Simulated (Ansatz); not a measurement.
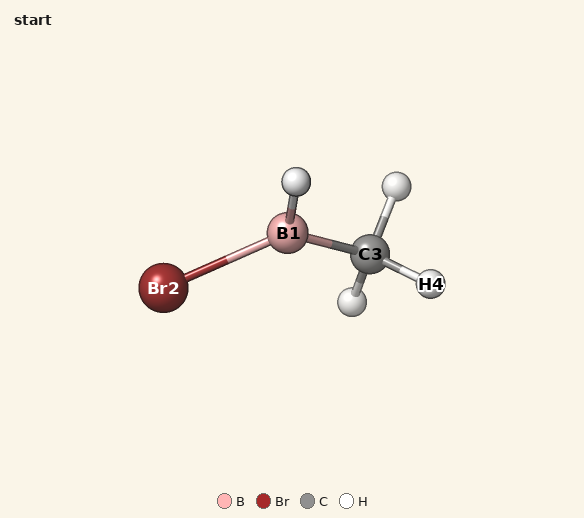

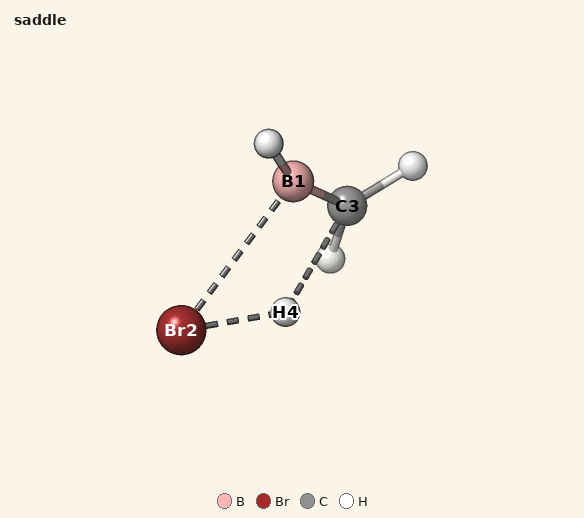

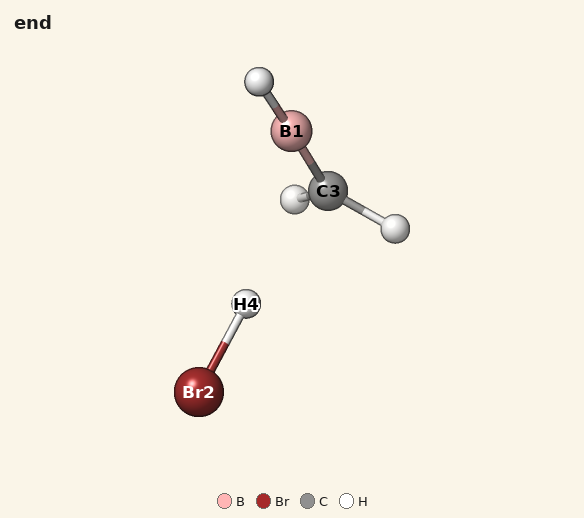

A saddle point and the two end points reached downhill from it. Broken sticks mark bonds that form or break. Charge 0, singlet. Geometries: PBE0-D4/def2-TZVP; all other levels are single points on them, and energies count from the start as drawn. Program: Ansatz 0.2.0. In CBS estimates cores are frozen, and CCSD(T) − MP2 is taken in the smaller basis.

Which bonds form and which break from start to end?

Formed: Br2–H4; broken: B1–Br2, C3–H4. At the saddle point Br2···H4 is 1.49 Å, B1···Br2 is 2.62 Å, C3···H4 is 2.10 Å.

Give the electronic barrier and the reaction energy from start to end in eV (no zero-point energy) with CCSD(T)/CBS (MP2 limit from def2-TZVPP and def2-QZVPP plus CCSD(T) − MP2); RHF-CCSD(T) (frozen core)/def2-TZVPP; ωB97M-V/def2-SVP; ωB97M-V/def2-TZVPP; SPW92 (LDA)/def2-TZVPP; BLYP-D4/def2-TZVPP.

| level | barrier | reaction energy |
| --- | --- | --- |
| CCSD(T)/CBS (MP2 limit from def2-TZVPP and def2-QZVPP plus CCSD(T) − MP2) | 3.059 | +2.883 |
| RHF-CCSD(T) (frozen core)/def2-TZVPP | 3.066 | +2.880 |
| ωB97M-V/def2-SVP | 3.145 | +3.000 |
| ωB97M-V/def2-TZVPP | 3.041 | +2.850 |
| SPW92 (LDA)/def2-TZVPP | 2.830 | +2.931 |
| BLYP-D4/def2-TZVPP | 2.749 | +2.595 |

Where the saddle lies below an end point, that level has no barrier at this geometry, which was found with another level.
